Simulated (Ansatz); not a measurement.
# AlCl2F (SMILES [F][Al]([Cl])[Cl]): CAM-B3LYP/def2-SVPD

Aim: the electronic atomisation energy of AlCl2F at CAM-B3LYP/def2-SVPD, from 4 runs. 

Program for the calculation: Ansatz 0.2.0.

41 further runs of the same task are left out: 41 set aside as unsound or not needed.

## (1) The structure to begin with

The species is AlCl2F (4 atoms), meant as a singlet with charge 0. As SMILES, `[F][Al]([Cl])[Cl]`. The coordinates come from a PBE0-D4/def2-TZVP relaxation.

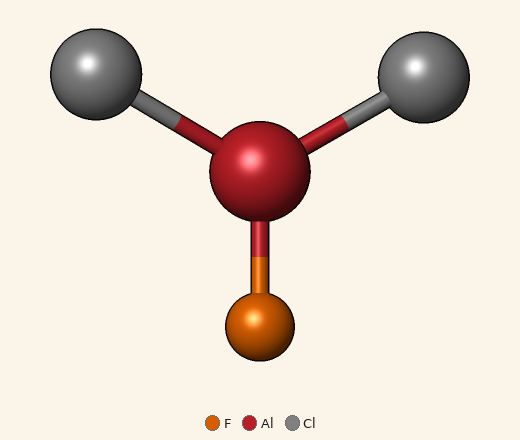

The structure, seen from a chosen angle (fluorine orange, aluminium red, chlorine grey).

## (2) A single-point energy at CAM-B3LYP/def2-SVPD

job.yaml

```yaml
crystal:
  periodic: [false, false, false]
  atoms:
    - {symbol: F, position_ang: [0.087420, 0.388220, 1.682350]}
    - {symbol: Al, position_ang: [0.004800, 0.021530, 0.093600]}
    - {symbol: Cl, position_ang: [1.223040, -1.463690, -0.663450]}
    - {symbol: Cl, position_ang: [-1.315270, 1.053930, -1.112510]}
basis:
  gaussian:
    orbitals: def2-SVPD
hamiltonian:
  xc: {name: CAM-B3LYP}
accuracy: high
output: {orbitals: {seedname: orbitals}}
```

Started as:

```
ansatz run job.yaml --threads 1 --pin off --max-ram 3480MiB --events-out events.jsonl --progress --plain --runs-dir runs
```

Standard output:

```text
Warning: RAYON_NUM_THREADS=1 ignored (pool sized by the plan → 1); use --threads N
Functional definition: CAM-B3LYP
  name "CAM-B3LYP"
  parameter alpha = 0.19
  parameter beta = 0.46
  parameter omega = 0.33/bohr
  parameter ac = 0.81
  exchange = (1 - alpha - beta)*b88_x + beta*b88_x_sr(omega) + alpha*exact_x + beta*exact_x_lr(omega)
  correlation = (1 - ac)*vwn5_c + ac*lyp_c
1837 factors; integrals over basis functions are off by at most 3.0e-9 eV
541 factors; integrals over basis functions are off by at most 1.8e-9 eV
mean field evaluation 1: about -34350.9759 eV, gradient 3.9e1 eV
mean field evaluation 2: about -34349.1006 eV, gradient 5.6e1 eV
mean field evaluation 4: about -34353.6847 eV, gradient 1.0e0 eV
mean field evaluation 8: about -34353.7598 eV, gradient 5.3e-2 eV
mean field evaluation 16: about -34353.7598 eV, gradient 1.8e-6 eV
mean field -34353.75982739 eV, -1262.4773878417 hartree, gradient 5.6e-8 eV, S^2 0.000000; 0 other end points of the search recorded, 0 dependent functions left out
reference -34353.75984369 eV, -1262.4773884407 hartree; 28, 28 occupied and 73, 73 virtual orbitals, 1837 factors
Total energy: -34353.75984369 eV, -1262.4773884407 hartree
```

It took 6.3 s on 1 thread of Intel Xeon Platinum 8375C at 2.90GHz (Ice Lake), shared host; peak memory 0.41 GiB.

## (3) The Al atom

in.yaml

```yaml
basis:
  gaussian:
    orbitals: def2-SVPD
crystal:
  periodic: [false, false, false]
  atoms:
    - symbol: Al
      position_ang: [0.000000, 0.000000, 0.000000]
magnetization:
  spin_polarized: true
  initial_magnetization: 1
hamiltonian:
  xc: {name: CAM-B3LYP}
accuracy: high
```

Started as:

```
ansatz run in.yaml --threads 1 --pin off --max-ram 3480MiB --events-out events.jsonl --progress --plain --runs-dir runs
```

Standard output:

```text
Warning: RAYON_NUM_THREADS=1 ignored (pool sized by the plan → 1); use --threads N
Functional definition: CAM-B3LYP
  name "CAM-B3LYP"
  parameter alpha = 0.19
  parameter beta = 0.46
  parameter omega = 0.33/bohr
  parameter ac = 0.81
  exchange = (1 - alpha - beta)*b88_x + beta*b88_x_sr(omega) + alpha*exact_x + beta*exact_x_lr(omega)
  correlation = (1 - ac)*vwn5_c + ac*lyp_c
202 factors; integrals over basis functions are off by at most 1.9e-9 eV
111 factors; integrals over basis functions are off by at most 1.7e-9 eV
mean field evaluation 1: about -6592.7960 eV, gradient 1.6e0 eV
mean field evaluation 2: about -6592.8391 eV, gradient 4.9e-1 eV
mean field evaluation 4: about -6592.8455 eV, gradient 4.1e-2 eV
mean field evaluation 8: about -6592.8455 eV, gradient 1.8e-4 eV
mean field -6592.84552571 eV, -242.2826042786 hartree, gradient 8.7e-8 eV, S^2 0.755483; 0 other end points of the search recorded, 0 dependent functions left out
reference -6592.84553663 eV, -242.2826046800 hartree; 7, 6 occupied and 17, 18 virtual orbitals, 202 factors
Total energy: -6592.84553663 eV, -242.2826046800 hartree
```

Wall time 0.67 s (1 thread of Intel Xeon Platinum 8375C at 2.90GHz (Ice Lake), shared host); peak memory 0.11 GiB.

## (4) The Cl atom, same level

in.yaml

```yaml
crystal:
  periodic: [false, false, false]
  atoms:
    - {symbol: Cl, position_ang: [0.000000, 0.000000, 0.000000]}
basis:
  gaussian:
    orbitals: def2-SVPD
magnetization:
  spin_polarized: true
  initial_magnetization: 1
hamiltonian:
  xc: {name: CAM-B3LYP}
accuracy: high
```

Run the same way, it converges to -460.01481 Eh (log not shown).

## (5) The F atom

input.yaml

```yaml
crystal:
  periodic: [false, false, false]
  atoms:
    - symbol: F
      position_ang: [0.000000, 0.000000, 0.000000]
basis:
  gaussian: {orbitals: def2-SVPD}
magnetization: {spin_polarized: true, initial_magnetization: 1}
hamiltonian: {xc: {name: CAM-B3LYP}}
accuracy: high
```

Run the same way, it converges to -99.62981 Eh (log not shown).

## (6) What came out

At CAM-B3LYP/def2-SVPD:

| quantity | value |
| --- | --- |
| molecule: total energy | -1262.47739 Eh |
| molecule: HOMO energy | -11.11 eV |
| molecule: LUMO energy | -0.78 eV |
| molecule: HOMO–LUMO gap | 10.33 eV |
| Al atom: total energy | -242.28260 Eh |
| Al atom: ⟨S²⟩ | 0.755 |
| Cl atom: total energy | -460.01481 Eh |
| Cl atom: ⟨S²⟩ | 0.752 |
| F atom: total energy | -99.62981 Eh |
| F atom: ⟨S²⟩ | 0.752 |
| electronic atomisation energy | 14.568 eV |

In words: Taking the molecule apart into free atoms costs 14.57 eV (336 kcal/mol), before zero-point energy and without spin-orbit coupling.
